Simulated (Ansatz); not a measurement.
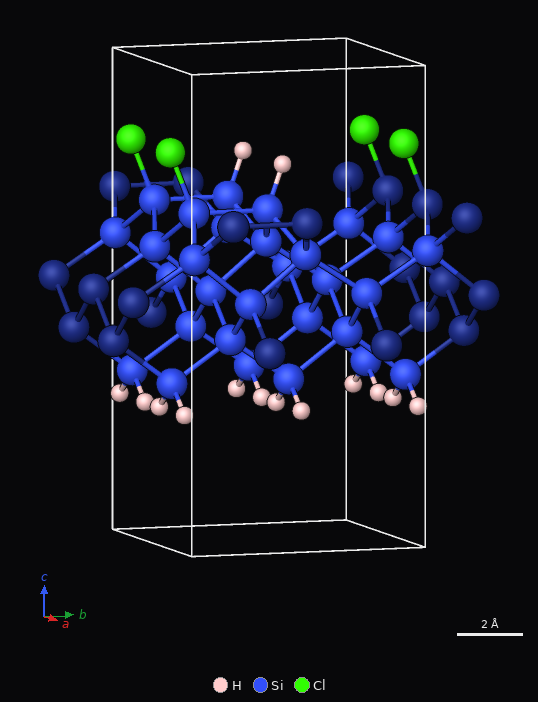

**Figure 1.** The starting structure (ball-and-stick view of the cell of the calculation, with the vacuum cut short, seen slightly off an axis; neighbours outside the cell are drawn fainter). An atom can appear more than once, as a periodic image.

**Run report: Si10H5Cl, nudged elastic band (part 1 of 2)**

- system: Si10H5Cl (slab, 32 atoms in the cell)
- method: DFT PBE, scalar-relativistic, plane waves, PAW, PAW set soft_1, no spin polarisation (Ansatz 0.2.0)

One setting was made poor on purpose. The input holds or restrains some coordinates. It belongs to a series of runs on one base structure; here: band between the two ends.

What the program printed:
```
Warning: neb: disabling space-group detection — the band's intermediate images generally break the endpoint symmetry, so no spatial operation reduces the k-mesh or symmetrises the density, except that a semilocal band can use its path's symmetry ahead of convergence; time reversal is kept, so that k and −k are solved as one point where they differ and the mesh holds both, and exact exchange and, on two spinor components, a DFT+U term hold to it where the run has them: on two components no moment then forms, and a state that bears one, which a typed moment (crystal.atoms[].spin; refused beside efield: under a hybrid functional) reaches, can lie lower, under hf by electronvolts; crystal.symmetry.detect: false (a key that needs symmetry detection or time reversal refuses this as the deck is read) with time_reversal: false beside it drops time reversal too
Engine: ansatz 0.2.0, aarch64-unknown-linux-gnu
Pseudopotentials: kind: paw
Pseudopotential: H, paw, valence charge 1, recommended cutoff 420 eV (normal), [file]
Pseudopotential: Si, paw, valence charge 4, recommended cutoff 420 eV (normal), [file]
Pseudopotential: Cl, paw, valence charge 7, recommended cutoff 420 eV (normal), [file]
Functional definition: PBE
  parameter kappa = 0.804
  parameter beta = 0.06672455060314922
  exchange = pbe_x(kappa = kappa, mu = beta*pi^2/3)
  correlation = pbe_c(beta = beta)
parallel-image band execution: 2 concurrent image workers
NEB image 0
Crystal: 32 atoms, lattice volume = 1076.456 Å³
Basis set: ecut = 420 eV, 21001 PW (Γ), exchange–correlation on 108×108×250 points (8 copies of the dense FFT grid, shifted against one another)
Bands: 84, of which v1, the nominal top of the filled ones, is band 52 counted from 1 (51 counted from 0)
Symmetry: 1 space group operations
k-points: 4
Non-local potential: H, projectors of the file, l = 0: 2, l = 1: 1
Non-local potential: Si, projectors of the file, l = 0: 2, l = 1: 2, l = 2: 1
Non-local potential: Cl, projectors of the file, l = 0: 2, l = 1: 2, l = 2: 1
PAW form: soft (Blöchl's): semilocal exchange-correlation on the pseudo side does not see the compensation charge
PAW one-centre angular grid: H, 110 points (default); XC on 64 Gauss nodes
PAW one-centre angular grid: Si, 110 points (default); XC on 64 Gauss nodes
PAW one-centre angular grid: Cl, 110 points (default); XC on 64 Gauss nodes
Initial density: superposition of atomic densities (neutral atoms: chi_scale 0, normalization atom)
Initial wavefunctions: pseudopotential atomic-orbital guess
Functional: x = pbe(κ = 0.804, μ = 0.2195149727645171), c = pbe(β = 0.06672455060314922)
SCF iter   1: F=—  HF=-15038.484725 eV  |F-HF|=—  |Δ(HF+E_count)|=         —  Δρ=4.15e-2  dr2=1.73e1  ethr=3.10e-3  ⟨swp⟩=9.0  Hψ=2077  notcnv=0  defer=46
preconditioner: auto → Resta (q_TF=auto, 1.848 Å⁻¹)  ε∞=2.7  [insulator: Δε(μ)=1.470 eV  Ē_g=8.765 eV  σ=0.020 eV  W_gap=1.00  n_scr=110 (ndim 8)  ℏωp=11.3 eV  f_vac=0.414  D(μ)=0.00/eV (n_scr^D=0)  ε∞_Penn≈2.7  vacuum switching on, ρ_ref=5.6e-3 e/Å³]
SCF iter   2: F=—  HF=-15034.559856 eV  |F-HF|=—  |Δ(HF+E_count)|=    3.92e0  Δρ=2.02e-2  dr2=4.33e0  ethr=3.10e-3  ⟨swp⟩=3.0  Hψ=572  notcnv=0  defer=106
SCF iter   3: F=—  HF=-15033.494929 eV  |F-HF|=—  |Δ(HF+E_count)|=    1.06e0  Δρ=2.70e-3  dr2=5.88e-1  ethr=3.10e-3  ⟨swp⟩=3.0  Hψ=480  notcnv=0  defer=105
SCF iter   4: F=—  HF=-15033.434334 eV  |F-HF|=—  |Δ(HF+E_count)|=   6.06e-2  Δρ=1.40e-3  dr2=8.06e-2  ethr=5.65e-4  ⟨swp⟩=3.0  Hψ=414  notcnv=0  defer=105
SCF iter   5: F=—  HF=-15033.435866 eV  |F-HF|=—  |Δ(HF+E_count)|=   1.53e-3  Δρ=5.83e-4  dr2=6.49e-3  ethr=7.75e-5  ⟨swp⟩=3.0  Hψ=361  notcnv=0  defer=105
SCF iter   6: F=—  HF=-15033.438350 eV  |F-HF|=—  |Δ(HF+E_count)|=   2.48e-3  Δρ=1.85e-4  dr2=8.51e-4  ethr=6.24e-6  ⟨swp⟩=3.0  Hψ=433  notcnv=0  defer=105
SCF iter   7: F=—  HF=-15033.438686 eV  |F-HF|=—  |Δ(HF+E_count)|=   3.36e-4  Δρ=5.22e-5  dr2=8.39e-5  ethr=8.19e-7  ⟨swp⟩=2.0  Hψ=396  notcnv=0  defer=105
SCF iter   8: F=—  HF=-15033.438554 eV  |F-HF|=—  |Δ(HF+E_count)|=   1.32e-4  Δρ=1.84e-5  dr2=4.65e-6  ethr=8.06e-8  ⟨swp⟩=2.0  Hψ=471  notcnv=0  defer=105
SCF iter   9: F=—  HF=-15033.438559 eV  |F-HF|=—  |Δ(HF+E_count)|=   4.62e-6  Δρ=6.42e-6  dr2=8.27e-7  ethr=4.47e-9  ⟨swp⟩=2.0  Hψ=429  notcnv=0  defer=105
SCF iter  10: F=-15033.438559 eV  HF=-15033.438559 eV  |F-HF|=2.75e-8  |Δ(HF+E_count)|=   3.65e-7  Δρ=1.69e-6  dr2=5.58e-8  ethr=9.62e-11  ⟨swp⟩=4.0  Hψ=1300  notcnv=0
SCF 1 converged in 10 iterations: F = -15033.438559 eV  dr2 = 5.58e-8
  greatest PAW one-centre occupation: 0.905 electrons in one spin orbital (limit 2), on the Cl atom at site 30 (counted from 0), in its partial waves of l = 0
NSCF: frozen V_eff on 4 k-points
NEB image 5
SCF iter   1: F=—  HF=-15038.484814 eV  |F-HF|=—  |Δ(HF+E_count)|=         —  Δρ=4.15e-2  dr2=1.73e1  ethr=3.10e-3  ⟨swp⟩=9.0  Hψ=2077  notcnv=0  defer=46
SCF iter   2: F=—  HF=-15034.559874 eV  |F-HF|=—  |Δ(HF+E_count)|=    3.92e0  Δρ=2.02e-2  dr2=4.33e0  ethr=3.10e-3  ⟨swp⟩=3.0  Hψ=572  notcnv=0  defer=106
SCF iter   3: F=—  HF=-15033.494690 eV  |F-HF|=—  |Δ(HF+E_count)|=    1.07e0  Δρ=2.70e-3  dr2=5.87e-1  ethr=3.10e-3  ⟨swp⟩=3.0  Hψ=480  notcnv=0  defer=105
SCF iter   4: F=—  HF=-15033.434325 eV  |F-HF|=—  |Δ(HF+E_count)|=   6.04e-2  Δρ=1.40e-3  dr2=8.07e-2  ethr=5.64e-4  ⟨swp⟩=3.0  Hψ=414  notcnv=0  defer=105
SCF iter   5: F=—  HF=-15033.435847 eV  |F-HF|=—  |Δ(HF+E_count)|=   1.52e-3  Δρ=5.83e-4  dr2=6.49e-3  ethr=7.76e-5  ⟨swp⟩=3.0  Hψ=361  notcnv=0  defer=105
SCF iter   6: F=—  HF=-15033.438334 eV  |F-HF|=—  |Δ(HF+E_count)|=   2.49e-3  Δρ=1.85e-4  dr2=8.51e-4  ethr=6.24e-6  ⟨swp⟩=3.0  Hψ=433  notcnv=0  defer=105
SCF iter   7: F=—  HF=-15033.438674 eV  |F-HF|=—  |Δ(HF+E_count)|=   3.40e-4  Δρ=5.22e-5  dr2=8.40e-5  ethr=8.18e-7  ⟨swp⟩=2.0  Hψ=396  notcnv=0  defer=105
SCF iter   8: F=—  HF=-15033.438552 eV  |F-HF|=—  |Δ(HF+E_count)|=   1.22e-4  Δρ=1.84e-5  dr2=4.65e-6  ethr=8.08e-8  ⟨swp⟩=2.0  Hψ=471  notcnv=0  defer=105
SCF iter   9: F=—  HF=-15033.438556 eV  |F-HF|=—  |Δ(HF+E_count)|=   4.63e-6  Δρ=6.42e-6  dr2=8.26e-7  ethr=4.47e-9  ⟨swp⟩=2.0  Hψ=429  notcnv=0  defer=105
SCF iter  10: F=-15033.438557 eV  HF=-15033.438557 eV  |F-HF|=2.75e-8  |Δ(HF+E_count)|=   3.65e-7  Δρ=1.69e-6  dr2=5.59e-8  ethr=9.62e-11  ⟨swp⟩=4.0  Hψ=1300  notcnv=0
SCF 2 converged in 10 iterations: F = -15033.438557 eV  dr2 = 5.59e-8
NSCF: frozen V_eff on 4 k-points
NEB end point (image 0): max|allowed force component| = 2.809e-2 eV/Å (the criterion of neb.relax_end_points is 1.000e-2)
NEB end point (image 5): max|allowed force component| = 2.844e-2 eV/Å (the criterion of neb.relax_end_points is 1.000e-2)
NEB image 1
SCF iter   1: F=—  HF=-15037.898720 eV  |F-HF|=—  |Δ(HF+E_count)|=         —  Δρ=4.16e-2  dr2=1.73e1  ethr=3.10e-3  ⟨swp⟩=8.8  Hψ=2044  notcnv=0  defer=52
[...]
preconditioner: auto → Resta (q_TF=auto, 1.848 Å⁻¹)  ε∞=2.6  [insulator: Δε(μ)=1.553 eV  Ē_g=9.082 eV  σ=0.020 eV  W_gap=1.00  n_scr=110 (ndim 8)  ℏωp=11.5 eV  f_vac=0.413  D(μ)=0.00/eV (n_scr^D=0)  ε∞_Penn≈2.6  vacuum switching on, ρ_ref=6.0e-3 e/Å³]
  greatest PAW one-centre occupation: 0.906 electrons in one spin orbital (limit 2), on the Cl atom at site 30 (counted from 0), in its partial waves of l = 0
NEB image 2
preconditioner: auto → Resta (q_TF=auto, 1.848 Å⁻¹)  ε∞=2.7  [insulator: Δε(μ)=1.444 eV  Ē_g=8.945 eV  σ=0.020 eV  W_gap=1.00  n_scr=110 (ndim 8)  ℏωp=11.5 eV  f_vac=0.412  D(μ)=0.00/eV (n_scr^D=0)  ε∞_Penn≈2.7  vacuum switching on, ρ_ref=5.8e-3 e/Å³]
  greatest PAW one-centre occupation: 0.908 electrons in one spin orbital (limit 2), on the Cl atom at site 30 (counted from 0), in its partial waves of l = 0
NEB image 3
preconditioner: auto → Resta (q_TF=auto, 1.848 Å⁻¹)  ε∞=2.7  [insulator: Δε(μ)=1.450 eV  Ē_g=8.944 eV  σ=0.020 eV  W_gap=1.00  n_scr=110 (ndim 8)  ℏωp=11.5 eV  f_vac=0.412  D(μ)=0.00/eV (n_scr^D=0)  ε∞_Penn≈2.7  vacuum switching on, ρ_ref=5.8e-3 e/Å³]
  greatest PAW one-centre occupation: 0.908 electrons in one spin orbital (limit 2), on the Cl atom at site 31 (counted from 0), in its partial waves of l = 0
NEB image 4
preconditioner: auto → Resta (q_TF=auto, 1.848 Å⁻¹)  ε∞=2.6  [insulator: Δε(μ)=1.549 eV  Ē_g=9.084 eV  σ=0.020 eV  W_gap=1.00  n_scr=110 (ndim 8)  ℏωp=11.5 eV  f_vac=0.413  D(μ)=0.00/eV (n_scr^D=0)  ε∞_Penn≈2.6  vacuum switching on, ρ_ref=6.0e-3 e/Å³]
  greatest PAW one-centre occupation: 0.906 electrons in one spin orbital (limit 2), on the Cl atom at site 31 (counted from 0), in its partial waves of l = 0
NEB iter   1: max|band force component| = 1.079e0 eV/Å  barrier→ = 2.3691 eV  barrier← = 2.3691 eV  Δτ_max = 0.2000 Å  (62 SCF iters)
NEB image 1
Initial density: handed on by an earlier stage of this run
Initial wavefunctions: those handed on with the density
preconditioner: auto → Resta (q_TF=auto, 1.848 Å⁻¹)  ε∞=2.7  [insulator: Δε(μ)=1.372 eV  Ē_g=8.832 eV  σ=0.020 eV  W_gap=1.00  n_scr=110 (ndim 8)  ℏωp=11.5 eV  f_vac=0.448  D(μ)=0.00/eV (n_scr^D=0)  ε∞_Penn≈2.7  vacuum switching on, ρ_ref=5.7e-3 e/Å³]
NEB image 2
preconditioner: auto → Resta (q_TF=auto, 1.848 Å⁻¹)  ε∞=2.8  [insulator: Δε(μ)=1.377 eV  Ē_g=8.678 eV  σ=0.020 eV  W_gap=1.00  n_scr=110 (ndim 8)  ℏωp=11.5 eV  f_vac=0.447  D(μ)=0.00/eV (n_scr^D=0)  ε∞_Penn≈2.8  vacuum switching on, ρ_ref=5.5e-3 e/Å³]
NEB image 3
preconditioner: auto → Resta (q_TF=auto, 1.848 Å⁻¹)  ε∞=2.8  [insulator: Δε(μ)=1.383 eV  Ē_g=8.680 eV  σ=0.020 eV  W_gap=1.00  n_scr=110 (ndim 8)  ℏωp=11.5 eV  f_vac=0.447  D(μ)=0.00/eV (n_scr^D=0)  ε∞_Penn≈2.8  vacuum switching on, ρ_ref=5.5e-3 e/Å³]
NEB image 4
preconditioner: auto → Resta (q_TF=auto, 1.848 Å⁻¹)  ε∞=2.7  [insulator: Δε(μ)=1.370 eV  Ē_g=8.833 eV  σ=0.020 eV  W_gap=1.00  n_scr=110 (ndim 8)  ℏωp=11.5 eV  f_vac=0.448  D(μ)=0.00/eV (n_scr^D=0)  ε∞_Penn≈2.7  vacuum switching on, ρ_ref=5.7e-3 e/Å³]
NEB iter   2: max|band force component| = 6.973e-1 eV/Å  barrier→ = 1.9356 eV  barrier← = 1.9356 eV  Δτ_max = 0.2000 Å  (34 SCF iters)
[... from here on the SCF iterations and repeated set-up lines of each step are left out, up to the last step ...]
NEB image 1
NEB image 2
NEB image 3
NEB image 4
NEB iter   3: max|band force component| = 2.857e-1 eV/Å  barrier→ = 1.7488 eV  barrier← = 1.7488 eV  Δτ_max = 0.0771 Å  (32 SCF iters)
NEB image 1
NEB image 2
NEB image 3
NEB image 4
NEB iter   4: max|band force component| = 8.451e-2 eV/Å  barrier→ = 1.7125 eV  barrier← = 1.7125 eV  Δτ_max = 0.0808 Å  (30 SCF iters)
NEB image 1
preconditioner: auto → Resta (q_TF=auto, 1.848 Å⁻¹)  ε∞=2.7  [insulator: Δε(μ)=1.351 eV  Ē_g=8.877 eV  σ=0.020 eV  W_gap=1.00  n_scr=110 (ndim 8)  ℏωp=11.5 eV  f_vac=0.451  D(μ)=0.00/eV (n_scr^D=0)  ε∞_Penn≈2.7  vacuum switching on, ρ_ref=5.7e-3 e/Å³]
NEB image 2
preconditioner: auto → Resta (q_TF=auto, 1.848 Å⁻¹)  ε∞=2.7  [insulator: Δε(μ)=1.317 eV  Ē_g=8.775 eV  σ=0.020 eV  W_gap=1.00  n_scr=110 (ndim 8)  ℏωp=11.5 eV  f_vac=0.453  D(μ)=0.00/eV (n_scr^D=0)  ε∞_Penn≈2.7  vacuum switching on, ρ_ref=5.6e-3 e/Å³]
NEB image 3
preconditioner: auto → Resta (q_TF=auto, 1.848 Å⁻¹)  ε∞=2.7  [insulator: Δε(μ)=1.318 eV  Ē_g=8.775 eV  σ=0.020 eV  W_gap=1.00  n_scr=110 (ndim 8)  ℏωp=11.5 eV  f_vac=0.453  D(μ)=0.00/eV (n_scr^D=0)  ε∞_Penn≈2.7  vacuum switching on, ρ_ref=5.6e-3 e/Å³]
NEB image 4
NEB image 1
NSCF: frozen V_eff on 4 k-points
NEB image 3
NSCF: frozen V_eff on 4 k-points
NEB image 4
NSCF: frozen V_eff on 4 k-points
NEB image 2
NSCF: frozen V_eff on 4 k-points
the band table was solved once a step of the walk had ended and its energy, with any forces and stress, was formed, with the checks that follow a solve (2158 applications of the Hamiltonian). They found nothing against the state; the energy, forces and stress were not computed again (output.eigenvalues in the input reference)
NEB iter   5: max|band force component| = 3.922e-2 eV/Å  barrier→ = 1.6938 eV  barrier← = 1.6938 eV  Δτ_max = 0.0000 Å  (30 SCF iters)
```

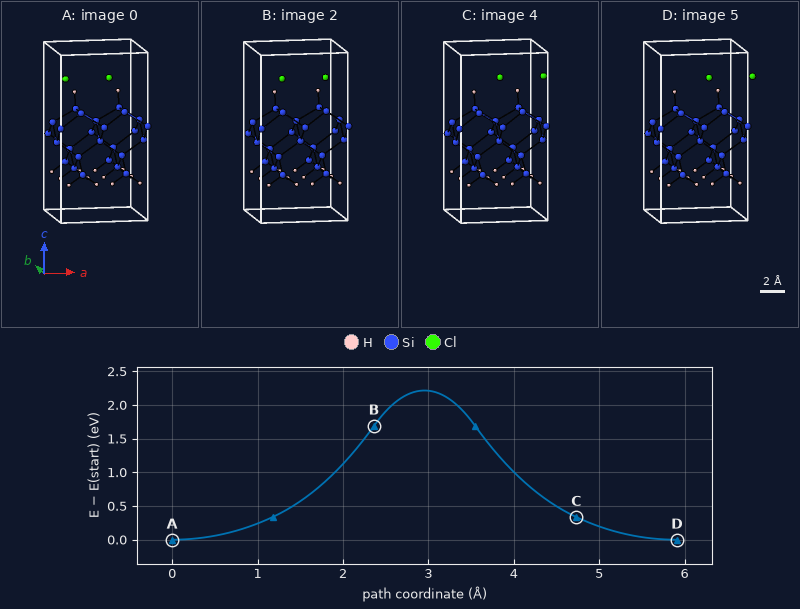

**Figure 2.** Images of the last band (counted from 0; ball-and-stick, simulation cell, with the vacuum cut short, seen slightly off an axis) above the energy along the path; the line is a cubic interpolation that uses the forces. The highest image is number 2, 1.694 eV above the start and 1.694 eV above the end; start and end have the same energy. The path is 5.91 Å long, and Cl31 moves most (3.84 Å). The band converged in 5 iterations. The end points carry forces over 0.1 eV/Å, so they aren't fully relaxed minima and the barriers are approximate.

```
Free energy (F): -15031.744766 eV
Harris-Foulkes:  -15031.744766 eV  (|F-HF|=1.20e-9)
Internal energy: -15031.744766 eV  (E = F + TS)
E sigma→0 (E₀):  -15031.744766 eV
Fermi energy:    0.084997 eV
--- Per-component energies (eV) ---
  E_band       = -570.634733
  E_kinetic    = 1249.982282
  E_local      = -14562.238496  (includes V_loc(G=0)·N_el)
  E_nonlocal   = 523.951257
  E_hartree    = 6779.520164
  E_xc         = -1428.373200
  E_vxc        = -1296.039236  (∫ρ·V_xc dr)
  E_paw        = -11555.738938  (= ΣΔE_a)
  E_vpaw       = -45.322194  (= ΣTr[D̂ρ^β])
  E_aug_tail   = -0.008583  (compensation charges beyond the density's cutoff)
  E_ewald      = 3961.160748
  E_smearing   = -0.000000  (= −TS)
  E_closure    = 0.000000  (closes the sum)
  Σ components = -15031.744766   (vs F -15031.744766, Δ=0.00e0)
--- Forces (eV/Å), atoms counted from 1 ---
  atom   1  H     -0.62563201    -0.08651473    -0.01268303
  atom   2  H      0.61106214    -0.06809628     0.00943437
  atom   3  H     -0.62563473    -0.08651084    -0.01267670
  atom   4  H      0.61105471    -0.06809563     0.00942301
  atom   5  H     -0.63127105     0.09666406    -0.03474408
  atom   6  H      0.59924020     0.05375326     0.02017656
  atom   7  H     -0.63127776     0.09657912    -0.03473824
  atom   8  H      0.59923341     0.05379300     0.02015040
  atom   9  Si     0.04462825    -0.25726484     0.01797560
  atom  10  Si     0.04460519    -0.25719914     0.01793425
  atom  11  Si     0.14187313     0.23207824    -0.00517152
  atom  12  Si     0.14179727     0.23207801    -0.00537704
  atom  13  Si     0.07440794    -0.01926467    -0.00275665
  atom  14  Si     0.07437982    -0.01938120    -0.00262602
  atom  15  Si     0.02657953     0.02146830    -0.00675230
  atom  16  Si     0.02656918     0.02144144    -0.00662580
  atom  17  Si     0.11268930     0.00755978    -0.00214891
  atom  18  Si     0.11279785     0.00748586    -0.00229402
  atom  19  Si     0.04451729    -0.01740392    -0.00334848
  atom  20  Si     0.04449564    -0.01737092    -0.00322412
  atom  21  Si     0.26022515    -0.00797411     0.03798352
  atom  22  Si     0.25998069    -0.00731779     0.03729273
  atom  23  Si     0.03661820    -0.00139958    -0.02557265
  atom  24  Si     0.03675600    -0.00115114    -0.02571431
  atom  25  Si     0.45340793     0.01562639    -0.03601371
  atom  26  Si     0.45232566     0.01562626    -0.03793845
  atom  27  Si     0.04070111     0.01270570     0.01372460
  atom  28  Si     0.04033857     0.01294181     0.01341887
  atom  29  H      0.01797919     0.01742714     0.01086335
  atom  30  H      0.01797848     0.01726735     0.01105048
[...]
  atom  31  Cl    -1.20695136     0.00048898     0.01968496
  atom  32  Cl    -1.20546098    -0.00020118     0.02136534
  max |Σ_I F_I| component: 1.61e-4 eV/Å
--- Band table (eV) ---
  k-point 0: bands = ["-15.8143", "-15.6063", "-11.7308", "-10.6618", "-9.9234", "-9.8907", "-9.8808", "-9.5329", "-9.3093", "-9.1393", "-8.8916", "-7.9446", "-7.8974", "-7.7992", "-7.7601", "-7.3085", "-6.9205", "-6.8215", "-6.3993", "-6.3839", "-6.2418", "-6.1078", "-6.1004", "-4.8998", "-4.5745", "-4.4592", "-4.2966", "-4.2214", "-3.9632", "-3.7641", "-3.5008", "-3.3789", "-3.2796", "-3.2003", "-3.0921", "-2.8637", "-2.8247", "-2.7796", "-2.6707", "-2.4016", "-2.1376", "-2.0499", "-1.9343", "-1.9118", "-1.6662", "-1.4177", "-1.3513", "-1.3048", "-1.2314", "-1.0780", "-0.9424", "-0.8165", "0.7370", "0.8910", "0.8978", "1.1615", "1.2893", "1.6130", "1.9147", "1.9601", "2.1225", "2.1826", "2.2400", "2.5367", "2.6576", "2.8132", "2.9381", "2.9515", "3.0936", "3.2615", "3.3267", "3.5409", "3.6010", "3.8050", "4.0234", "4.0405", "4.1197", "4.1999", "4.4020", "4.4776", "4.5368", "4.7212", "4.7591", "4.8155"]
  k-point 1: bands = ["-15.8141", "-15.6062", "-11.4150", "-10.9695", "-10.3885", "-9.7767", "-9.5257", "-9.4574", "-9.2785", "-9.1892", "-9.0699", "-8.8039", "-8.5674", "-7.4165", "-6.8190", "-6.8097", "-6.6217", "-6.5075", "-6.4795", "-6.2984", "-6.1821", "-6.1069", "-5.3018", "-5.0524", "-4.9387", "-4.3094", "-4.2975", "-4.0717", "-3.9691", "-3.9405", "-3.6438", "-3.3343", "-3.3168", "-3.2108", "-3.0807", "-3.0431", "-2.9140", "-2.6408", "-2.5840", "-2.5630", "-2.5328", "-2.3776", "-2.3629", "-2.2938", "-2.2522", "-1.9429", "-1.8114", "-1.6079", "-1.4992", "-1.4613", "-0.9121", "-0.5670", "0.8788", "1.0680", "1.3748", "1.3856", "1.6920", "1.7403", "1.9961", "2.0104", "2.2796", "2.4305", "2.6690", "2.6947", "2.7229", "2.9648", "3.2445", "3.2941", "3.5791", "3.5964", "3.6992", "3.8267", "3.8706", "4.0746", "4.3768", "4.5490", "4.6136", "4.6141", "4.6460", "4.6660", "4.7675", "4.8836", "4.9336", "5.1141"]
```
